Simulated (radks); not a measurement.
# Ru⁺ in [Kr] 4d7: an all-electron calculation

Aim: the levels, the sizes of the orbitals and the parts of the energy of the ruthenium ion Ru+.

Method: scalar-relativistic Kohn-Sham, LDA (Slater exchange, Perdew-Wang correlation), spin-polarised, spherical densities, finite nucleus; open shells are filled with parallel spins first. Code: radks (a radial shooting solver on a logarithmic mesh, Libxc functionals) version 1.

### 1 What is computed

* element: ruthenium (Z = 44)
* charge: +1
* electrons: 43
* configuration: [Kr] 4d7
* nuclear rms radius: 4.4809 fm

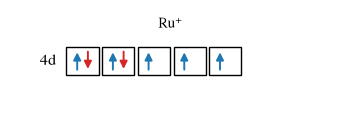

Occupation of the outer shells (arrows by Hund's rule).

### 2 Self-consistent calculation

Settings of this run:

```text
Z 44
configuration [Kr] 4d7 5s0 5p0
relativity scalar-relativistic
functional lda,pw
spin polarised
nucleus finite rms 4.4809 fm
c 137.035999084
```

Launch:

```bash
$ python run_ks.py task.json out
```

The same process makes all the runs of this session.

Q: Predict the outcome of this run.

**Answer**, as computed:

| quantity | value |
| --- | --- |
| total energy | -4525.97241 hartree |
| exchange-correlation share of it | 2.84 % |
| −T/E | 1.0338 |
| highest occupied level | 4d down, -11.773 eV |
| most extended occupied level | 4d down, <r> = 1.67 bohr |
| radius at density 0.001 e/bohr³ | 3.82 bohr |
| maxima of the radial density | 4 |
| ionisation energy, NIST | 16.8 (semi-emp.) eV |

What this shows: 4 principal shells are occupied and 4 maxima appear in the radial density. −T/E is 1.034: with relativity the kinetic term as defined here no longer equals −E. The top level binds by 11.773 eV, 70 % of the NIST ionisation energy of 16.8 eV; the potential of a semilocal functional falls off too fast, so its top eigenvalue is too shallow. Open shells are spherical and high-spin; term and fine-structure splittings are not resolved.
